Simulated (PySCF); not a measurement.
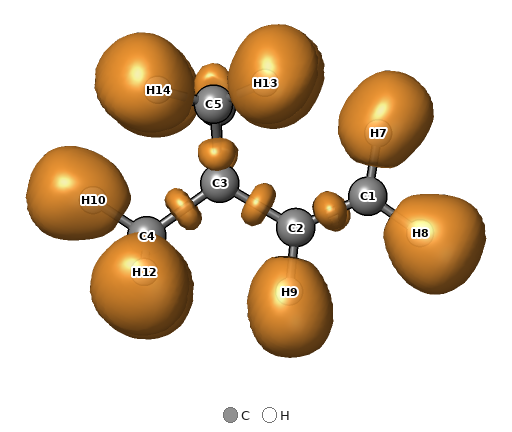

*C6H10 (SMILES C=CC1(C)CC1). Isosurface of the ELF at 0.85 (orange), seen across its widest extent. Only the valence region is drawn (cores and ρ < 0.01 e/Å³ removed).*

Geometry: GFN2-xTB.

Level of theory: PySCF, PBE0/pcSseg-1, SCF density, gas phase, non-relativistic.

| atom | x (Å) | y (Å) | z (Å) |
| --- | --- | --- | --- |
| C | 2.1176 | 0.2381 | 0.6709 |
| C | 1.2667 | -0.3381 | -0.1629 |
| C | -0.1991 | -0.1362 | -0.1980 |
| C | -0.9072 | -0.9432 | -1.2651 |
| C | -0.9357 | 0.1032 | 1.0978 |
| C | -0.7574 | 1.2274 | 0.1310 |
| H | 1.8055 | 0.9353 | 1.4305 |
| H | 3.1733 | 0.0333 | 0.6266 |
| H | 1.6423 | -1.0309 | -0.9055 |
| H | -1.9780 | -0.7543 | -1.2447 |
| H | -0.5321 | -0.6804 | -2.2534 |
| H | -0.7443 | -2.0087 | -1.1070 |
| H | -0.3624 | 0.1130 | 2.0121 |
| H | -1.9186 | -0.3306 | 1.2053 |
| H | -0.0609 | 2.0139 | 0.3778 |
| H | -1.6174 | 1.5670 | -0.4268 |

Question: What do the ELF domains correspond to?

Answer: The ELF exceeds this value in six regions between bonded C–C atoms (shared pairs) and ten regions around hydrogen nuclei.

Values along the shortest contacts:
C–C (1.32 Å): the ELF peaks at about 0.90 between the atoms: a short, multiple covalent bond. C–H (1.08 Å): the ELF climbs to about 1 towards the hydrogen, as it does in any bond to H; a covalent bond by its length.
